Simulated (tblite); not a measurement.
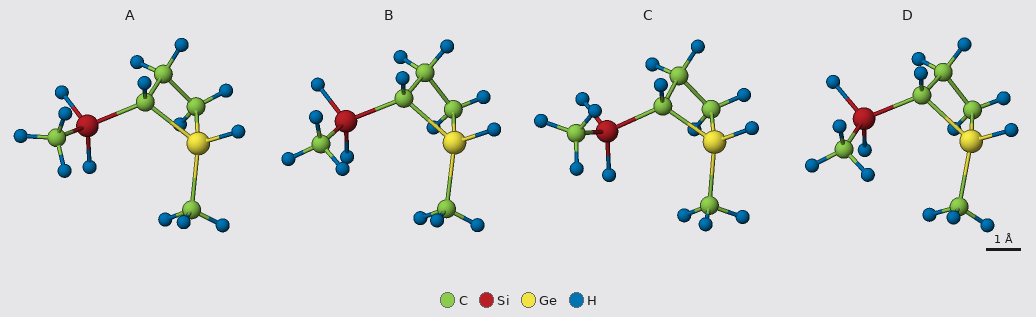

4 geometries from one relaxation of C5H14GeSi, in shuffled order. Style: ball-and-stick. Shown at a tilt.

All numbers below come from tblite 0.8.0, GFN2-xTB geometry optimisation, gas phase. 

Q: Put them in the order of the run, from the start to the converged end.

A: C, A, B, D. They are steps 0, 53, 77, 157, at +83.7 kJ/mol, +6.35 kJ/mol, +1.59 kJ/mol relative to the last. The atom that moves furthest after the best rigid fit is an H atom (1.39 Å). By element the largest moves are H 1.39 Å, C 0.55 Å, Si 0.38 Å, Ge 0.07 Å. Near-neighbour distances that change, for instance: C–Ge 1.878 → 2.011 Å, C–Ge 1.918 → 1.988 Å, C–H 1.129 → 1.090 Å, C–C 1.503 → 1.538 Å. Among the angles between lasting bonds that change: Ge–C–H 110.7° → 121.7°, H–C–H 116.2° → 108.0°, C–Ge–C 111.9° → 120.0°. Groups turn about C–Si by about 45°, C–Si by about 30°. The energy falls by 83.7 kJ/mol in 157 geometry steps. The run took 2.2 s on 1 thread of Arm Neoverse N1, on a shared host.
